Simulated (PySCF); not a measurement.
SMILES Nc1ccc(C#C)cc1, singlet at its GFN2-xTB optimised geometry (Å):

```
16

C      1.9844    -2.8896    -0.0060
C      1.3764    -1.8540    -0.0044
C      0.6590    -0.6352     0.0000
C     -0.7364    -0.6352     0.0000
C     -1.4348     0.5522     0.0000
C     -0.7603     1.7752     0.0019
N     -1.4590     2.9618     0.0738
C      0.6364     1.7717     0.0013
C      1.3359     0.5851     0.0013
H      2.5159    -3.7938    -0.0078
H     -1.2668    -1.5764    -0.0033
H     -2.5159     0.5457    -0.0005
H     -0.9638     3.7938    -0.2023
H     -2.4262     2.9329    -0.2040
H      1.1664     2.7140     0.0019
H      2.4163     0.5923    -0.0009
```

Computed with PBE/def2-TZVP run with PySCF. Cells within 0.4 Å of a nucleus heavier than hydrogen are left out (blank, or x).

Map of the deformation density (molecule minus spherical neutral atoms) (e/bohr³) on the plane z = 0.0 Å:

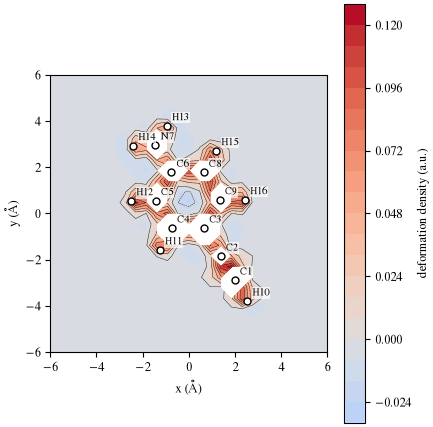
Fig. 1. Deformation density (molecule minus spherical neutral atoms) (e/bohr³) on the plane z = 0.0 Å.
